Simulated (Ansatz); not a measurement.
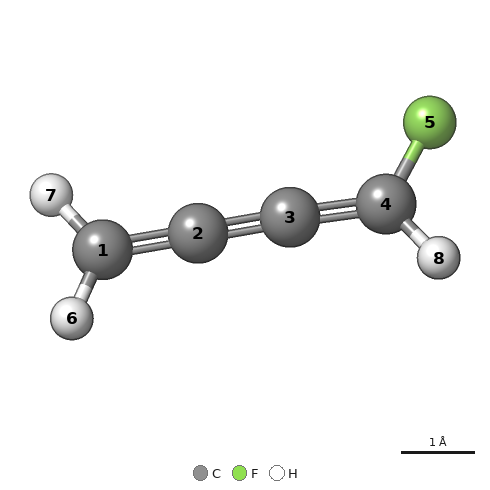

Computed geometry: PBE-D4/def2-SVP optimisation. No frequency run is at hand to confirm it as a minimum.

List the bonds and their lengths.

```
 bond  length (Å)   order
C1–C2       1.328  double
C1–H6       1.103  single
C1–H7       1.103  single
C2–C3       1.280  double
C3–C4       1.329  double
C4–F5       1.345  single
C4–H8       1.104  single
```
